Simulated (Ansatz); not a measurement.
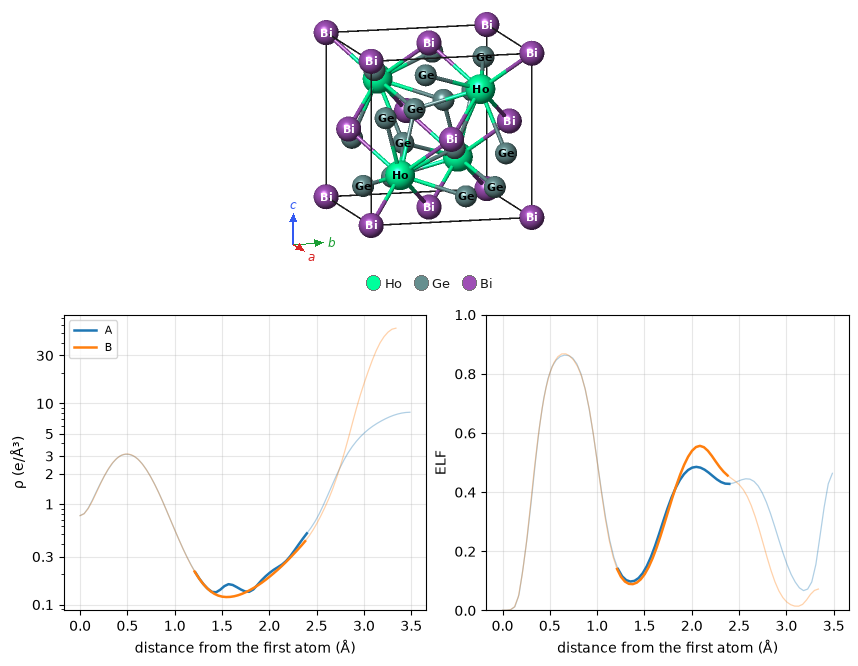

The picture shows: HoGe$_{4}$Bi. Valence charge density (pseudo) and ELF along straight lines between neighbouring atoms. Thin, pale parts lie inside the atomic spheres. The structure is drawn too.

Space group F-43m; a structure generated by program, which may or may not match a known phase; computed without spin polarisation; no Hubbard U on the f states and no spin–orbit coupling.

Level of theory: DFT PBE, scalar-relativistic, plane waves, PAW; 4f electrons in the core of a trivalent norm-conserving potential in Ansatz 0.2.0.

In a pseudopotential calculation such maps are meaningful between the atoms, not at the nuclei.

Input

```
crystal:
  lattice:
    - [0.0, 3.95349714, 3.95349714]
    - [3.95349714, 0.0, 3.95349714]
    - [3.95349714, 3.95349714, 0.0]
  atoms:
    - { symbol: Ho, position: [0.25, 0.25, 0.25] }
    - { symbol: Ge, position: [0.625318, 0.625318, 0.625318] }
    - { symbol: Ge, position: [0.625318, 0.625318, 0.124046] }
    - { symbol: Ge, position: [0.625318, 0.124046, 0.625318] }
    - { symbol: Ge, position: [0.124046, 0.625318, 0.625318] }
    - { symbol: Bi, position: [0.0, 0.0, 0.0] }
basis:
  ecutwfc: 690
kpoints:
  mp_grid: { grid: [8, 8, 8] }
hamiltonian:
  xc: pbe
  pseudopotentials:
    kind: paw
    azcp: { Ho: "pseudopotentials/pbe/nc/lanthanide_3plus/Ho.nc.azcp" }
scf:
  occupations: { method: gaussian, width: 0.1 }
output:
  forces: true
  stress: true
  eigenvalues: true
  write_density: true
  write_potential: true
  elf: true
  volumetric_format: npy
relax:
  adjacent_minimum: "off"
  f_tol: 0.01
  max_steps: 80
  cell: { stress_tol: 0.05 }
```

Launched as:

```sh
ansatz run input.yaml --threads 1 --pin off --max-ram 2560MiB --backend cpu --events-out ev --progress --plain --runs-dir out
```

Below, planes, directions and counts refer to the conventional cell (a = 8.05 Å, b = 8.05 Å, c = 8.05 Å, α = 90.00°, β = 90.00°, γ = 90.00°).

The fields are those of the run's last geometry, not of the input's.

Q: Which curve belongs to which contact (Ho–Bi and Ho–Ge)? The first atom named is at distance zero.

A: Curve A: Ho–Bi (3.49 Å): ρ at the midpoint is about 0.14 e/Å³; the ELF is about 0.35 at the midpoint and 0.10 at its lowest between the atoms; no shared electron pair shows on this line. Curve B: Ho–Ge (3.34 Å): the density is about 0.12 e/Å³ at the midpoint; the ELF peaks at about 0.55 in the valence shell of Ge, 1.3 Å from its nucleus, and drops to about 0.10 between the two atoms; no localised pair shows between them.
